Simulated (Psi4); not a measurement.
**B2PLYP/def2-SVP (core potential, density fitting for correlation) run of SnGeH6 (SMILES [GeH3][SnH3])**

Aim: the energy change on altering one bond length of SnGeH6 at B2PLYP/def2-SVP (core potential, density fitting for correlation), from 2 runs. 

The calculation is run with Psi4 1.11.

## 1. Starting point

SnGeH6: 8 atoms, total charge 0, spin state singlet. As SMILES, `[GeH3][SnH3]`. Geometry: relaxed at PBE0-D4/def2-TZVP.

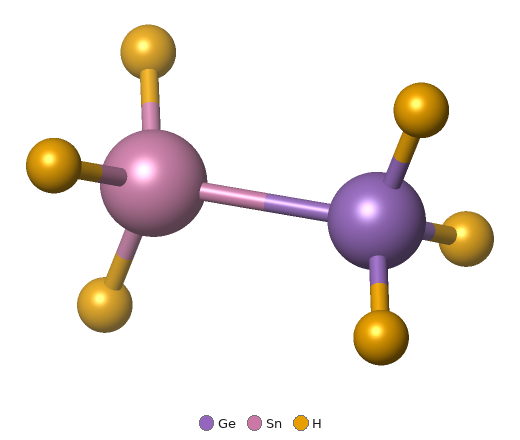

Viewed from a chosen angle; germanium purple, tin pink, hydrogen amber.

## 2. The energy at B2PLYP/def2-SVP (core potential, density fitting for correlation)

File geh6sn.inp:

```
memory 2200 mb

molecule {
  Ge    -0.754100     0.285800    -1.041300
  Sn     0.751500    -0.290300     0.992300
  H     -1.830800     1.307300    -0.639500
  H     -1.453400    -0.978600    -1.567000
  H      0.087500     0.886500    -2.179300
  H     -0.187600    -0.932800     2.265200
  H      1.931000    -1.444200     0.553800
  H      1.547900     1.109100     1.560100
  units angstrom
  symmetry c1
}

set {
  reference rks
  puream true
  e_convergence 1e-09
  d_convergence 1e-08
  scf_type pk
  dft_radial_points 99
  dft_spherical_points 590
  num_frozen_docc 13
}

e_tot, wfn = energy("b2plyp/def2-SVP", return_wfn=True)
print_variables()
```

The run is started by

```bash
psi4 -i geh6sn.inp -o geh6sn.out -n 1
```

geh6sn.out:

```text
[...]
    !!!  WARNING: ECP capability is in beta. Please check occupations closely.  !!!
[...]
  Running in c1 symmetry.
[...]
  Nuclear repulsion =  223.743526757569867
[...]
  Multiplicity = 1
[...]
  Nalpha       = 30
  Nbeta        = 30
[...]
    Number of basis functions: 88
[...]
   @RKS iter   1: -2292.40894828596811   -3.49957e+00   2.63101e-02 ADIIS/DIIS
[...]
   @RKS iter  10: -2293.82542681438781   -1.63709e-11   6.19402e-09 DIIS
[...]
    Orbital Energies [Eh]
    ---------------------
    Doubly Occupied:
       1A   -401.422133     2A    -50.747740     3A    -45.101035
       4A    -45.100564     5A    -45.100564     6A     -6.617607
       7A     -5.415716     8A     -4.709993     9A     -4.709190
      10A     -4.709190    11A     -3.693514    12A     -3.692891
      13A     -3.692891    14A     -1.387223    15A     -1.387222
      16A     -1.386466    17A     -1.384323    18A     -1.384322
      19A     -1.146671    20A     -1.146671    21A     -1.144886
      22A     -1.141383    23A     -1.141382    24A     -0.641388
      25A     -0.563485    26A     -0.404131    27A     -0.404124
      28A     -0.371069    29A     -0.371057    30A     -0.321192
[...]
  @RKS Final Energy: -2293.82542681438781
   => Energetics <=
    Nuclear Repulsion Energy =            223.7435267575698674
    One-Electron Energy =               -3720.8809257556476950
    Two-Electron Energy =                1250.6532058974444226
    DFT Exchange-Correlation Energy =     -47.3412337137542423
    Empirical Dispersion Energy =           0.0000000000000000
    VV10 Nonlocal Energy =                  0.0000000000000000
    Total Energy =                      -2293.8254268143878107
[...]
 Multipole Moments:
 ------------------------------------------------------------------------------------
     Multipole            Electronic (a.u.)      Nuclear  (a.u.)        Total (a.u.)
 ------------------------------------------------------------------------------------
 L = 1.  Multiply by 2.5417464519 to convert [e a0] to [Debye]
 Dipole X            :         33.7044872          -33.7272120           -0.0227248
 Dipole Y            :        -12.8965783           12.9052945            0.0087163
 Dipole Z            :         45.5211476          -45.5524116           -0.0312640
 Magnitude           :                                                    0.0396210
[...]
```

Run time: 12 s. Hardware: 1 thread of Intel Xeon Platinum 8488C (Sapphire Rapids), shared host; peak memory 1.2 GiB.

## 3. The distorted shape at the same level

File calc.dat:

```
memory 2200 mb

molecule system {
  0 1
  Ge    -1.006600     0.105576    -0.699873
  Sn     0.499000    -0.470524     1.333727
  H     -2.083300     1.127076    -0.298073
  H     -1.705900    -1.158824    -1.225573
  H      0.087500     0.886500    -2.179300
  H     -0.440100    -1.113024     2.606627
  H      1.678500    -1.624424     0.895227
  H      1.295400     0.928876     1.901527
  symmetry c1
  no_reorient
  no_com
}

set {
  basis def2-SVP
  reference rks
  puream true
  e_convergence 1e-09
  d_convergence 1e-08
  scf_type pk
  dft_radial_points 99
  dft_spherical_points 590
  num_frozen_docc 13
}

result, w = energy("b2plyp", return_wfn=True)
print_variables()
```

The run is started by

```bash
psi4 -i calc.dat -o calc.out -n 1
```

calc.out:

```text
[...]
    !!!  WARNING: ECP capability is in beta. Please check occupations closely.  !!!
[...]
  Running in c1 symmetry.
[...]
  Nuclear repulsion =  220.817860951868454
[...]
  Multiplicity = 1
[...]
  Nalpha       = 30
  Nbeta        = 30
[...]
    Number of basis functions: 88
[...]
   @RKS iter   1: -2292.26943802780443   -3.55812e+00   2.64788e-02 ADIIS/DIIS
[...]
   @RKS iter  11: -2293.78785373400706    0.00000e+00   2.76034e-09 DIIS
[...]
    Orbital Energies [Eh]
    ---------------------
    Doubly Occupied:
       1A   -401.438123     2A    -50.762479     3A    -45.116126
       4A    -45.115402     5A    -45.115070     6A     -6.631903
       7A     -5.421112     8A     -4.724632     9A     -4.723270
      10A     -4.722774    11A     -3.699137    12A     -3.698203
      13A     -3.698156    14A     -1.400989    15A     -1.400615
      16A     -1.400158    17A     -1.398529    18A     -1.397766
      19A     -1.151997    20A     -1.151973    21A     -1.150514
      22A     -1.146792    23A     -1.146693    24A     -0.634874
      25A     -0.562568    26A     -0.410606    27A     -0.384611
      28A     -0.375090    29A     -0.353410    30A     -0.320524
[...]
  @RKS Final Energy: -2293.78785373400706
   => Energetics <=
    Nuclear Repulsion Energy =            220.8178609518684539
    One-Electron Energy =               -3714.5522070794158935
    Two-Electron Energy =                1247.2502465279878834
    DFT Exchange-Correlation Energy =     -47.3037541344472601
    Empirical Dispersion Energy =           0.0000000000000000
    VV10 Nonlocal Energy =                  0.0000000000000000
    Total Energy =                      -2293.7878537340066032
[...]
 Multipole Moments:
 ------------------------------------------------------------------------------------
     Multipole            Electronic (a.u.)      Nuclear  (a.u.)        Total (a.u.)
 ------------------------------------------------------------------------------------
 L = 1.  Multiply by 2.5417464519 to convert [e a0] to [Debye]
 Dipole X            :         42.1846025          -42.3319439           -0.1473414
 Dipole Y            :         14.8477915          -14.9797003           -0.1319088
 Dipole Z            :        -16.0746718           16.3395037            0.2648319
 Magnitude           :                                                    0.3305229
[...]
```

Wall time 12 s (1 thread of Intel Xeon Platinum 8488C (Sapphire Rapids), shared host); peak memory 1.2 GiB.

## 4. Outcome

Level: B2PLYP/def2-SVP (core potential, density fitting for correlation), 13 core orbitals frozen.

```
                                                          quantity           value
                                         first shape: total energy  -2293.94537 Eh
                    first shape: HOMO energy (SCF part's orbitals)        -8.74 eV
                    first shape: LUMO energy (SCF part's orbitals)         1.31 eV
                  first shape: HOMO–LUMO gap (SCF part's orbitals)        10.05 eV
                                     distorted shape: total energy  -2293.90849 Eh
                distorted shape: HOMO energy (SCF part's orbitals)        -8.72 eV
                distorted shape: LUMO energy (SCF part's orbitals)         0.24 eV
              distorted shape: HOMO–LUMO gap (SCF part's orbitals)         8.96 eV
energy change with the Ge1–H5 bond stretched from 1.538 to 1.999 Å        1.003 eV
```

With the Ge1–H5 bond stretched from 1.538 to 1.999 Å the energy rises by 1.00 eV (23 kcal/mol). The first shape isn't relaxed at this level, so the change isn't measured from a minimum.
